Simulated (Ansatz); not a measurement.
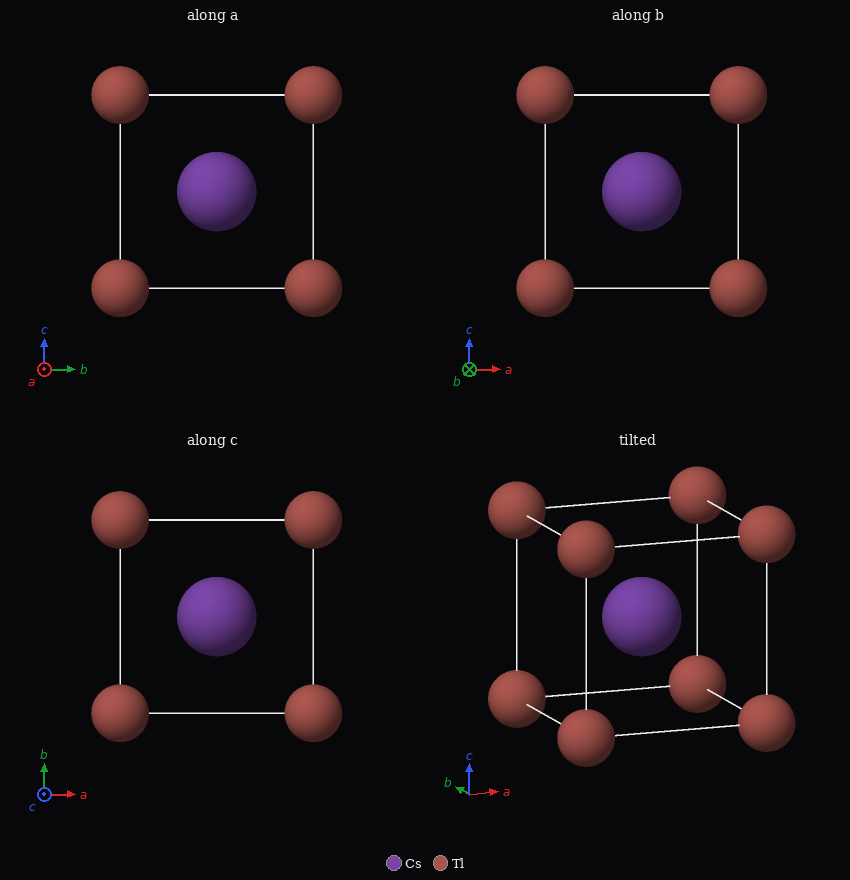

This spheres-only model is shown along the a axis, along the b axis, along the c axis and slightly off an axis. One conventional unit cell is framed, with atoms on its boundary repeated.

Lattice parameters: a = 4.469 Å, b = 4.469 Å, c = 4.469 Å, α = 90.00°, β = 90.00°, γ = 90.00°.

Question: Give the structure in the form of a table of Wyckoff sites.

Answer: Space group Pm-3m (No. 221).
| atom | site | x | y | z |
| --- | --- | --- | --- | --- |
| Cs | 1b | 0.5000 | 0.5000 | 0.5000 |
| Tl | 1a | 0.0000 | 0.0000 | 0.0000 |

It goes back to a structure type filled with these elements by a generator (whether the compound takes this form wasn't checked). The cell was then strained or its atoms displaced on purpose. Ansatz was used for an electronic-structure calculation on it.
